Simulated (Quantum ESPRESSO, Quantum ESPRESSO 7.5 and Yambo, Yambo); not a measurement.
**SiC (Moissanite): G0W0 on several meshes in Yambo**

Aim: the GW shift of SiC (Moissanite) against the k mesh.

Calculated with Quantum ESPRESSO 7.5 and Yambo 5.3.0; PBE and many-body steps on it, plane waves.

## 1. The starting structure

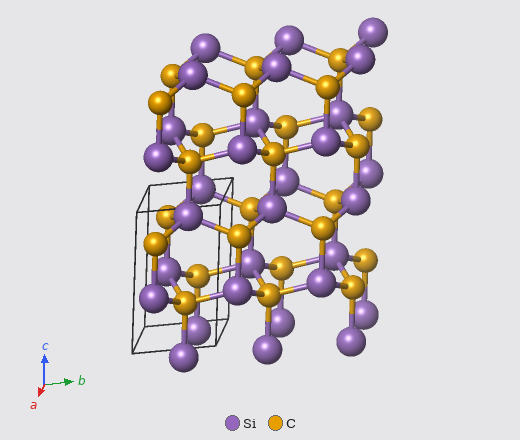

The starting structure, seen slightly off an axis (silicon purple, carbon orange). 2×3×2 cells are drawn. Some periodic images of atoms are drawn too.

The cell and positions come from the Crystallography Open Database and are kept as given unless a step says otherwise.

## 2. Empty states on the mesh, 6×6×4 mesh, 273 bands

This step: Quantum ESPRESSO 7.5; DFT, PBE, plane waves, norm-conserving pseudopotentials.

The sums over transitions need many empty states on a uniform mesh; this step solves for them.

Input file pw.in:

```
&control
  calculation = 'nscf'
  prefix = 'x'
  outdir = 'o'
  pseudo_dir = 'pseudo'
/
&system
  ibrav = 0
  nat = 4
  ntyp = 2
  ecutwfc = 74.0
  nbnd = 273
  force_symmorphic = .true.
/
&electrons
  conv_thr = 1e-9
  electron_maxstep = 80
  diago_full_acc = .true.
  diago_thr_init = 5e-6
/
ATOMIC_SPECIES
  Si 28.085 Si.upf
  C 12.011 C.upf
CELL_PARAMETERS angstrom
  3.0760000000 0.0000000000 0.0000000000
  -1.5380000000 2.6638941420 0.0000000000
  0.0000000000 0.0000000000 5.0480000000
ATOMIC_POSITIONS crystal
  Si 0.3333333333 0.6666666667 0.0000000000
  Si 0.6666666667 0.3333333333 0.5000000000
  C 0.3333333333 0.6666666667 0.3850000000
  C 0.6666666667 0.3333333333 0.8850000000
K_POINTS automatic
  6 6 4 0 0 0
```

The run is started by

```sh
> OMP_NUM_THREADS=1 mpirun -n 8 pw.x -nk 4 -in pw.in > pw.out
```

Log:

```text
Program PWSCF v.7.5 starts

     This program is part of the open-source Quantum ESPRESSO suite
     for quantum simulation of materials; please cite
         "P. Giannozzi et al., J. Phys.:Condens. Matter 21 395502 (2009);
         "P. Giannozzi et al., J. Phys.:Condens. Matter 29 465901 (2017);
         "P. Giannozzi et al., J. Chem. Phys. 152 154105 (2020);
     in publications or presentations arising from this work. More details at

     Atomic positions and unit cell read from directory:
     o/x.save/

     Message from routine setup:
[...]
190.1673

          k = 0.0000 0.0000-0.3047 (  2978 PWs)   bands (ev):

[...]
77.8427  77.8427  77.8427  77.8427  78.6509  78.6509  79.2771  79.2771
     [... 23 further rows ...]
   185.6545 185.6545 188.1475 188.1475 188.1475 188.1475 191.6097 191.6097
   191.6097

          k = 0.0000 0.1925 0.0000 (  2982 PWs)   bands (ev):

     [... further k-points ...]

     highest occupied, lowest unoccupied level (ev):     9.8010   12.1304

     XML data file, pseudopotentials, collected wavefunctions

=------------------------------------------------------------------------------=
   JOB DONE.
=------------------------------------------------------------------------------=
```

Run time: 26 s. Hardware: 8 MPI ranks of Intel Xeon Platinum 8488C (Sapphire Rapids), shared host; peak memory 0.78 GiB; 3.4 min of CPU time.

Numbers from this step:

| Quantity | Value |
| --- | --- |
| gap | 2.329 eV |
| k of the valence top | 0, 0, 0 |
| k of the conduction bottom | 0.3333, 0.3333, 0 |
| least direct gap | 4.083 eV |
| k points computed | 24 |
| lowest point of the top converged band, above the valence top | 180.3664 eV |

On this mesh the gap is 2.329 eV.

The density comes from a self-consistent run that is not shown.

## 3. Conversion and set-up

This step: Yambo 5.3.0; conversion and set-up on PBE, plane waves, norm-conserving pseudopotentials.

The states are converted to the many-body program's format and the q mesh is built.

The run is started by

```sh
> (cd o/x.save; p2y > p2y.log; mv SAVE ../..); yambo > setup.log
```

Log:

```text
 Yambo, version 5.3.0

 [02] CORE Variables Setup
 =========================

  [02.01] Unit cells
  ==================

  Cell kind             :  HCP
  Atoms in the cell     :  Si  C
  number of Si atoms    :  2
  number of C  atoms    :  2

  List of atomic masses
  Mass of Si    :  28.08500
  Mass of C     :  12.01100

  List of atomic coordinates    : [cc]
  Si1       : -0.29064E-09   3.3560       0.0000      order 1
  Si2       :  2.906399  1.678010  4.769669  order 2
  C1       : -0.29064E-09   3.3560       3.6726      order 3
[...]
Q [ 1]         [rlu]:  0.000000  0.000000  0.000000
 Q [ 2]         [rlu]:  0.000000  0.000000  0.250000
 Q [ 3]         [rlu]:  0.000000  0.000000 -0.500000
[...]
Q [ 8]         [rlu]:  0.10530E-16  0.33333      0.25000
 Q [ 9]         [rlu]:  0.10530E-16  0.33333     -0.50000
 Q [10]         [rlu]: -0.15794E-16 -0.50000       0.0000
     [... 12 further rows ...]
 Q [23]         [rlu]: -0.10530E-16 -0.33333      0.25000
 Q [24]         [rlu]: -0.166667 -0.333333  0.250000

  [03.01] X indexes
  =================

   [03.01.01] Sigma indexes
   ========================

 [06] Game Over & Game summary
```

Wall time 3.4 s (1 MPI rank); peak memory 0.25 GiB.

## 4. 6×6×4

G0W0 replaces the xc potential by the self-energy, built once from these orbitals. Only a window of levels is corrected, while the sums run over the empty bands that the input names.

This step: G0W0 on PBE, plane waves, norm-conserving pseudopotentials.

Input file gw2.in:

```
HF_and_locXC
gw0
dyson
ppa
em1d
rim_cut
RandQpts= 1000000
RandGvec= 1 RL
EXXRLvcs= 74 Ry
VXCRLvcs= 296 Ry
Chimod= "HARTREE"
% BndsRnXp
 1 | 116 |
%
NGsBlkXp= 10.5 Ry
% LongDrXp
 1 | 1 | 1 |
%
% GbndRnge
 1 | 116 |
%
DysSolver= "n"
ExtendOut
PPAPntXp= 27.21138 eV
% QPkrange
 1 | 1 | 7 | 10 |
 19 | 19 | 7 | 10 |
 10 | 10 | 7 | 10 |
%
```

The run is started by

```sh
> OMP_NUM_THREADS=1 mpirun -n 8 yambo -F gw2.in -J gw2 -C gw2 > gw2.log
```

Log:

```text
 Yambo, version 5.3.0

 [02] CORE Variables Setup
 =========================

  [... cell, symmetries and grids as in the set-up ...]

  [02.05] Energies & Occupations
  ==============================

  [X] === General ===
  [X] Electronic Temperature                        :  0.000000  0.000000 [eV K]
  [X] Bosonic    Temperature                        :  0.000000  0.000000 [eV K]
  [X] Finite Temperature mode                       : no
  [X] El. density                                   :  0.38681E+24 [cm-3]
  [X] Fermi Level                                   :  9.800985 [eV]

  [X] === Gaps and Widths ===
  [X] Conduction Band Min                           :  2.329375 [eV]
  [X] Valence Band Max                              :  0.000000 [eV]
  [X] Filled Bands                                  :   8
  [X] Empty Bands                                   :    9  273
  [X] Direct Gap                                    :  4.082938 [eV]
  [X] Direct Gap localized at k                     :  10
  [X] Indirect Gap                                  :  2.329375 [eV]
  [X] Indirect Gap between kpts                     :   1  19
  [X] Last valence band width                       :  4.041689 [eV]
  [X] 1st conduction band width                     :  3.376941 [eV]

 [03] Transferred momenta grid and indexing
 ==========================================

 IBZ Q-points                                      :  24
 BZ  Q-points                                      :  144

 K/Q-points units:
 rlu = crystal or reduced units; cc = cartesian coordinates; iku = interal k-units

 Q [ 1]         [rlu]:  0.000000  0.000000  0.000000
 Q [ 2]         [rlu]:  0.000000  0.000000  0.250000
 Q [ 3]         [rlu]:  0.000000  0.000000 -0.500000
 Q [ 4]         [rlu]:  0.52648E-17  0.16667       0.0000
 Q [ 5]         [rlu]:  0.52648E-17  0.16667      0.25000
 Q [ 6]         [rlu]:  0.52648E-17  0.16667     -0.50000
 Q [ 7]         [rlu]:  0.10530E-16  0.33333       0.0000
 Q [ 8]         [rlu]:  0.10530E-16  0.33333      0.25000
 Q [ 9]         [rlu]:  0.10530E-16  0.33333     -0.50000
 Q [10]         [rlu]: -0.15794E-16 -0.50000       0.0000
     [... 12 further rows ...]
 Q [23]         [rlu]: -0.10530E-16 -0.33333      0.25000
 Q [24]         [rlu]: -0.166667 -0.333333  0.250000

 [04] Coloumb potential Random Integration (RIM)
 ===============================================

  [04.01] RIM initialization
  ==========================

  * Diagonal components only detected *

  8 x (sBL volume)        :  0.049368 [a.u.]
  sBZ random points       :  1000000
  Points outside the sBZ  :   7980387
  RL volume               :  0.888629 [a.u.]
  Integrated volume       :  0.890813 [a.u.]

  [04.02] RIM integrals
  =====================

  Gamma point sphere radius             :  0.066543 [a.u.]
  Points outside the sphere             :   800052
  [Int_sBZ(q=0) 1/q^2]*(Vol_sBZ)^(-1/3) =:  7.695808
                                 should be <:  7.795600

  Summary of Coulomb integrals for non-metallic bands |Q|[au] RIM/Bare

  Q [1] 0.100000E-4 0.987199 * Q [2] 0.164665 0.990669
  Q [4] 0.208024 1.087162 * Q [5] 0.265308 1.047720
  Q [22] 0.265308 1.048576 * Q [3] 0.329330 1.005629
  Q [13] 0.360308 1.031354 * Q [6] 0.389528 1.013153
  Q [14] 0.396152 1.024294 * Q [7] 0.416047 1.023896
  Q [23] 0.447448 1.020214 * Q [8] 0.447448 1.019652
[...]
Q [18] 0.641386 1.009561 * Q [11] 0.645430 1.011360
  Q [12] 0.705637 1.008844 * Q [19] 0.720615 1.009561
  Q [20] 0.739189 1.009023 * Q [21] 0.792303 1.007466

 [WARNING] [Xp] User bands 1-116 break level degeneracy

 [05] Dipoles
 ============

  [05.01] Setup: observables and procedures
  =========================================

  [WARNING] [x,Vnl] slows the Dipoles computation. To neglect it rename the ns.kb_pp file

 [06] Dynamic Dielectric Matrix (PPA)
 ====================================

 [SLK-Inversion]  Pools        :  2
 [SLK-Inversion]  BLACS grid   :  2  2

 [WR./gw2//ndb.pp]---------------------------------------------------------------
  Brillouin Zone Q/K grids (IBZ/BZ)                :   24  144   24  144
  RL vectors                                       :   3863 [WF]
  Coulomb cutoff potential                         : none
  Electronic Temperature                           :  0.000000 [K]
  Bosonic    Temperature                           :  0.000000 [K]
  PPA    diel. fun.  energies                      : Perdew, Burke & Ernzerhof(X)+Perdew, Burke & Ernzerhof(C)
  wavefunctions                                    : Perdew, Burke & Ernzerhof(X)+Perdew, Burke & Ernzerhof(C)
  Global Gauge                                     : length
  X matrix size                                    :  147
  X band range                                     :    1  116
  X e/h energy range                               : -1.000000 -1.000000 [eV]
  X Time ordering                                  : R
  X Hxc Kernel                                     : HARTREE
  X Drude frequency                                :  0.000000  0.000000
  X poles                                          :  100.0000 [o/o]
  RL vectors in the sum                            :   3863
  [r,Vnl] included                                 : yes
  Field direction                                  :  0.577350E-5  0.577350E-5  0.577350E-5
  BZ energy Double Grid                            : no
  BZ energy DbGd points                            : 0
  BZ Q point size factor                           : -1.000000
  X Optical Averaged directions                    : none

 [07] Local Exchange-Correlation + Non-Local Fock
 ================================================

 [VXC] Plane waves :  23969
 [EXS] Plane waves :  3009

 QP @ state[ 1 ] K range:  1  1
 QP @ state[ 1 ] b range:   7  10
 QP @ state[ 2 ] K range:  10  10
 QP @ state[ 2 ] b range:   7  10
 QP @ state[ 3 ] K range:  19  19
 QP @ state[ 3 ] b range:   7  10

 [xc] Functional : Perdew, Burke & Ernzerhof(X)+Perdew, Burke & Ernzerhof(C)
 [xc] LIBXC used to calculate xc functional
  PP Number of Atomic Species                      :  2
  NLCC RL compoments                               :  23969
  PP Number of Atomic Species                      :  2
  NLCC RL compoments                               :  23969

 [xc] E_xc :  -6.098306 [Ha]
      E_xc :  -12.19661 [Ry]

  Local XC kind (lXC) : Perdew, Burke & Ernzerhof(X)+Perdew, Burke & Ernzerhof(C)
  Non-Local XC kind (nlXC) : Hartree-Fock

  Corrections @ K [1] :  [eV]
 <7|nlXC|7> = -17.61870 -0.98525E-17 <7|lXC|7> = -15.05519  0.15105E-14
 <8|nlXC|8> = -17.20569 -0.11706E-17 <8|lXC|8> = -14.88224  0.000000
 <9|nlXC|9> = -7.046528 -0.86160E-18 <9|lXC|9> = -12.18814  0.000000
 <10|nlXC|10> = -7.235779  0.11432E-17 <10|lXC|10> = -12.74597  0.000000

  Corrections @ K [10] :  [eV]
 <7|nlXC|7> = -15.99155 -0.86749E-17 <7|lXC|7> = -12.72520 -0.12981E-15
 <8|nlXC|8> = -17.61855 -0.14570E-16 <8|lXC|8> = -14.53465  0.000000
[...]
Corrections @ K [19] :  [eV]
[...]
<8|nlXC|8> = -16.82049  0.22590E-16 <8|lXC|8> = -12.97933  0.000000
 <9|nlXC|9> = -5.568475  0.24684E-17 <9|lXC|9> = -9.841561  0.000000
 <10|nlXC|10> = -6.215598  0.26323E-17 <10|lXC|10> = -12.29095  0.18882E-15

 [08] Dyson equation: Newton solver
 ==================================

  [08.01] G0W0 (W PPA)
  ====================

  [  GW  ] Bands range     :    1  116
  [GW/PPA] G damping       :  0.100000 [eV]

  QP @ state[ 1 ] K range:  1  1
  QP @ state[ 1 ] b range:   7  10
  QP @ state[ 2 ] K range:  10  10
  QP @ state[ 2 ] b range:   7  10
  QP @ state[ 3 ] K range:  19  19
  QP @ state[ 3 ] b range:   7  10

   Sc/G bands                                       :    1  116
   Sc/G damping                                     :  0.100000 ev
   Sc bands terminator                              : no
   Sx RL components                                 :  3009

   QP @ state[ 1 ] K range                          :  1  1
   QP @ state[ 1 ] b range                          :   7  10
   QP @ state[ 2 ] K range                          :  10  10
   QP @ state[ 2 ] b range                          :   7  10
   QP @ state[ 3 ] K range                          :  19  19
   QP @ state[ 3 ] b range                          :   7  10
   GF energies kind                                 : Perdew, Burke & Ernzerhof(X)+Perdew, Burke & Ernzerhof(C)
   GF WF`s kind                                     : Perdew, Burke & Ernzerhof(X)+Perdew, Burke & Ernzerhof(C)
   Xs energies kind                                 : Perdew, Burke & Ernzerhof(X)+Perdew, Burke & Ernzerhof(C)
   Xs WF`s kind                                     : Perdew, Burke & Ernzerhof(X)+Perdew, Burke & Ernzerhof(C)

 [11] Game Over & Game summary
```

Wall time 2.7 min (8 MPI ranks); peak memory 3.8 GiB.

Numbers from this step:

```
G0W0 gap on the points computed              : 2.924 eV
starting gap on the mesh                     : 2.329 eV
k of the valence top                         : 0, 0, 0
k of the conduction bottom                   : 0.3333, 0.3333, 0
least direct G0W0 gap on the computed points : 4.947 eV
Z at the valence top                         : 0.7988
Z at the conduction bottom                   : 0.8280
```

The gap on the mesh goes from 2.33 eV to 2.92 eV, a correction of +0.59 eV.

## 5. Empty states on the mesh, 3×3×2 mesh, 116 bands

This step: Quantum ESPRESSO 7.5; DFT, PBE, plane waves, norm-conserving pseudopotentials.

pw.in: that of step 2 with these lines changed.

```diff
@@ -11,3 +11,3 @@
   ecutwfc = 74.0
-  nbnd = 273
+  nbnd = 116
   force_symmorphic = .true.
@@ -33,2 +33,2 @@
 K_POINTS automatic
-  6 6 4 0 0 0
+  3 3 2 0 0 0
```

The run is started by

```sh
> OMP_NUM_THREADS=1 mpirun -n 8 pw.x -nk 4 -in pw.in > pw.out
```

Log:

```text
[banner, memory and clock lines left out]
Program PWSCF v.7.5 starts

     Atomic positions and unit cell read from directory:
     o/x.save/

     Message from routine setup:
     using ibrav=0 with symmetry is DISCOURAGED, use correct ibrav instead

     bravais-lattice index     =            0
     lattice parameter (alat)  =       5.8128  a.u.
     unit-cell volume          =     279.1382 (a.u.)^3
     number of atoms/cell      =            4
     number of atomic types    =            2
     number of electrons       =        16.00
[...]
[... 3 further rows ...]
[...]
96.6110  96.6110 102.4076 102.4076

          k = 0.0000 0.3849 0.0000 (  3004 PWs)   bands (ev):

[...]
75.4273  76.0488  77.1700  77.4884  77.9068  78.2615  78.9800  80.2632
     [... 3 further rows ...]
    99.4287  99.8965 100.2786 100.6387 101.8504 102.7042 103.1145 103.8533
   104.7466 104.7960 105.6633 106.5423

          k = 0.0000 0.3849-0.3047 (  2994 PWs)   bands (ev):

     [... further k-points ...]

     highest occupied, lowest unoccupied level (ev):     9.8010   12.1304

     XML data file, pseudopotentials, collected wavefunctions
```

Wall time 3.4 s (8 MPI ranks); peak memory 0.51 GiB; 25 s of CPU time.

Numbers from this step:

```yaml
gap: 2.329 eV
k_of_the_valence_top: 0, 0, 0
k_of_the_conduction_bottom: 0.3333, 0.3333, 0
least_direct_gap: 4.403 eV
k_points_computed: 6
lowest_point_of_the_top_converged_band_above_the_valence_top: 92.6067 eV
```

On this mesh the gap is 2.329 eV.

(Continued in part 2 of 2.)

[Paths, hosts, dates, memory and timing lines, banners, echoed tables and standing remarks are left out of the program output.]

[Logs are printed without paths, hosts, clocks, repeated set-up lines and the standing remarks that a program may print on its own settings, such as how far it seeks lower states.]

[Runs of the session that timed out or met a known fault of the program may be left out.]

[Hosts, paths, dates, database ids (printed as entryN), source tags and the programs' standing remarks are cut or masked in the printed files.]
